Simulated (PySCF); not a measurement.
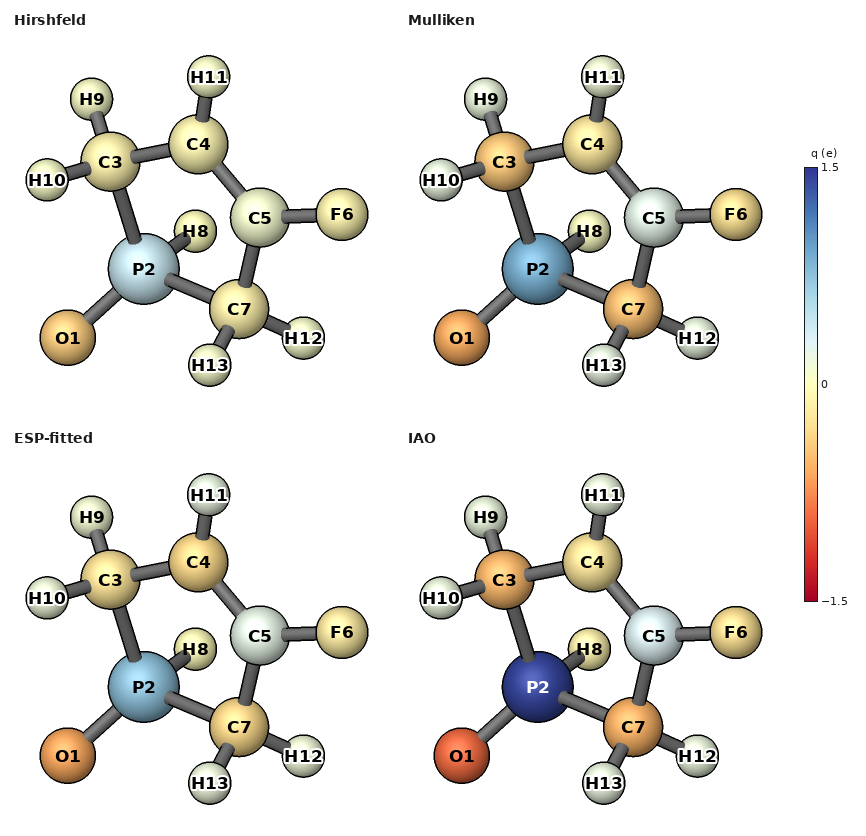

Atomic charges of one calculation by 4 schemes, on one colour scale. Computed geometry: GFN2-xTB optimisation. No frequency run is at hand to confirm it as a minimum. Computed with PBE0/pcSseg-1 (PySCF 2.14.0).

> Which scheme gives the most polar picture (largest mean size of the charges)?

The IAO charges are the largest in size here, and the Hirshfeld charges the smallest.

> On which atom do the schemes disagree most?

On P2 (from 0.43 to 1.42 e).

List the charges (e), one line for each set of equivalent atoms.

| atom | Hirshfeld | Mulliken | ESP-fitted | IAO |
| --- | --- | --- | --- | --- |
| O1 | −0.40 | −0.59 | −0.62 | −0.90 |
| P2 | 0.43 | 0.87 | 0.75 | 1.42 |
| C3 | −0.11 | −0.43 | −0.24 | −0.53 |
| C4 | −0.08 | −0.20 | −0.33 | −0.22 |
| C5 | 0.08 | 0.23 | 0.22 | 0.28 |
| F6 | −0.08 | −0.27 | −0.17 | −0.27 |
| C7 | −0.12 | −0.47 | −0.32 | −0.56 |
| H8 | 0.00 | 0.03 | −0.03 | −0.10 |
| H9 | 0.06 | 0.17 | 0.11 | 0.17 |
| H10 | 0.06 | 0.18 | 0.14 | 0.17 |
| H11 | 0.06 | 0.12 | 0.19 | 0.17 |
| H12 | 0.06 | 0.18 | 0.13 | 0.17 |
| H13 | 0.06 | 0.19 | 0.16 | 0.18 |

The geometry is semi-empirical. Around P such bond lengths and angles can be off by a tenth of an ångström or more and by several degrees, and values that hang on the shape move with them.
